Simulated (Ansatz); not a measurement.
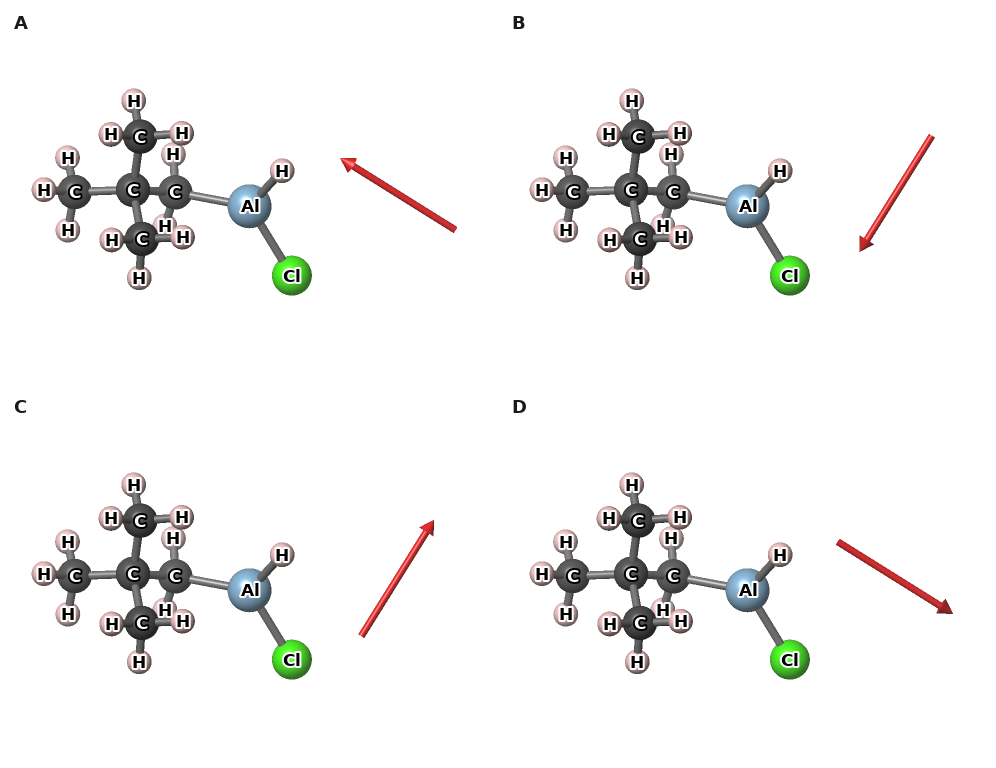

The same molecule four times, each with an arrow. Computed geometry: PBE0-D4/def2-TZVP optimisation. No frequency run is at hand to confirm it as a minimum. Level of theory: RKS B3LYP-D4/def2-TZVPP (Ansatz 0.2.0).

Which arrow points along the dipole moment, from the negative to the positive end?

Answer. A. The dipole moment is 2.32 D.
